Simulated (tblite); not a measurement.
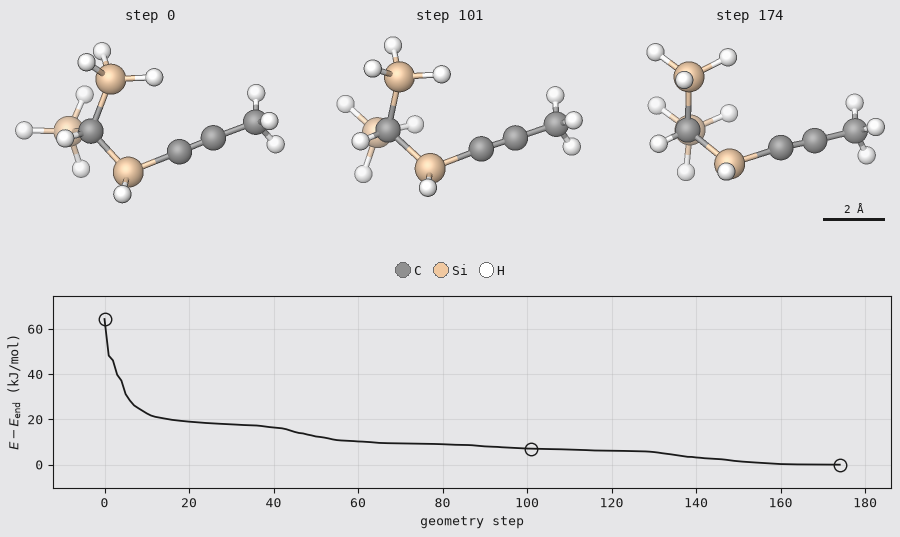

Frames of a relaxation of C4H11Si3 (multiplicity 2), marked on the history of the run. Style: ball-and-stick. Shown from a free direction.

These are results of GFN2-xTB geometry optimisation, gas phase in tblite, not measurements. 

> What happens along the run?

An H atom moves most after the best rigid fit: 1.83 Å. Largest moves by element: H 1.83 Å, Si 0.83 Å, C 0.48 Å. Among the contacts that change: C–Si 1.823 → 1.905 Å, C–Si 1.851 → 1.903 Å, C–H 1.129 → 1.090 Å, C–C 1.483 → 1.446 Å. Bond angles that change, for instance: C–C–Si 179.4° → 172.1°, Si–C–Si 107.1° → 113.3°, C–Si–H 108.4° → 114.2°. Groups turn about C–Si by about 60°, C–Si by about 45°, C–Si by about 40°. After 174 geometry steps the energy has fallen by 64.4 kJ/mol. The run took 2.7 s on 1 thread of Intel(R) Xeon(R) Platinum 8259CL CPU @ 2.50GHz, with other jobs on the host. From step 0 to 101: an H atom moves most (1.42 Å), energy −57.3 kJ/mol. From step 101 to 174: an H atom moves most (1.36 Å), energy −7.07 kJ/mol.

```
step  E − E(0), kJ/mol
   0              0.00
   1            -16.15
   2            -18.28
   3            -24.63
   4            -27.22
   5            -33.19
   6            -35.99
   7            -38.17
   8            -39.41
   9            -40.56
  10            -41.70
  19            -45.18
  27            -46.27
  36            -47.06
  45            -49.89
  53            -52.77
  62            -54.29
  70            -54.97
  79            -55.26
  88            -55.93
  96            -56.88
 105            -57.46
 114            -57.94
 122            -58.26
 131            -59.02
 139            -60.95
 148            -62.44
 157            -63.78
 165            -64.27
 174            -64.38
```
